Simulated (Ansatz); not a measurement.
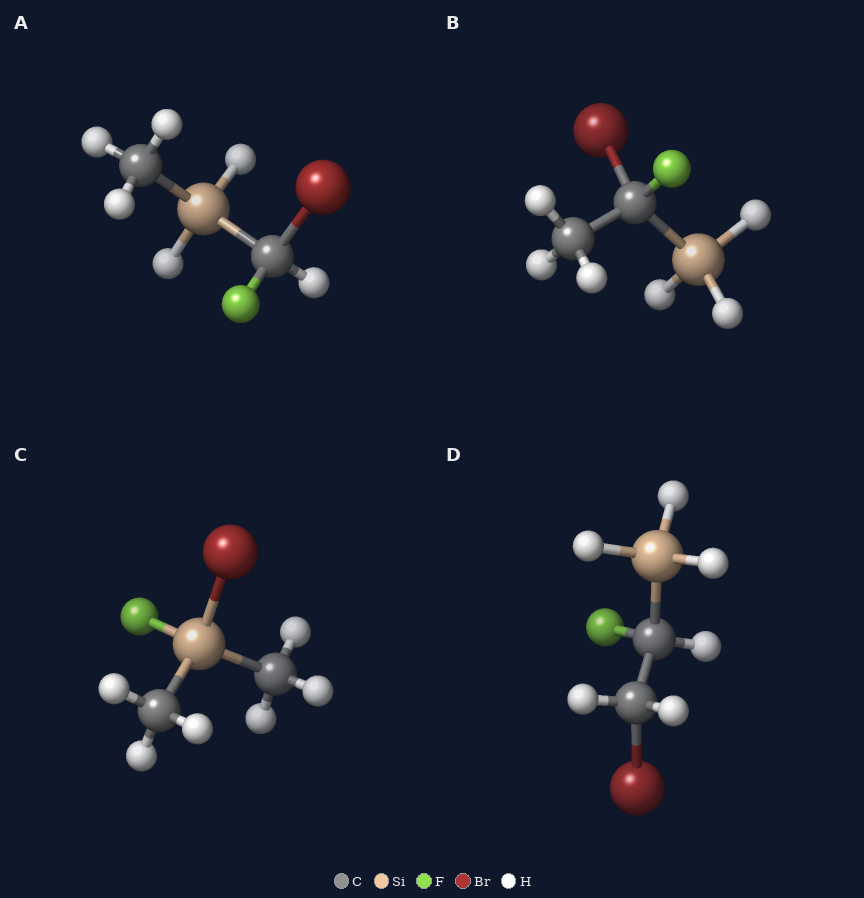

4 stationary structures of one formula. Geometries: PBE-D4/def2-SVP. Electronic energies: PBE-D4/def2-SVP (Ansatz 0.2.0), without zero-point energy. No frequency run is at hand to confirm each as a minimum. Each is one conformer, not always the lowest.

Which structure is the most stable?

Answer. C is lowest; A lies 368.2 kJ/mol above it, B lies 386.6 kJ/mol above it, D lies 409.1 kJ/mol above it. A is `C[SiH2][C@H](F)Br`, B is `C[C@@](F)([SiH3])Br`, C is `C[Si](C)(F)Br`, D is `F[C@@H]([SiH3])CBr`.
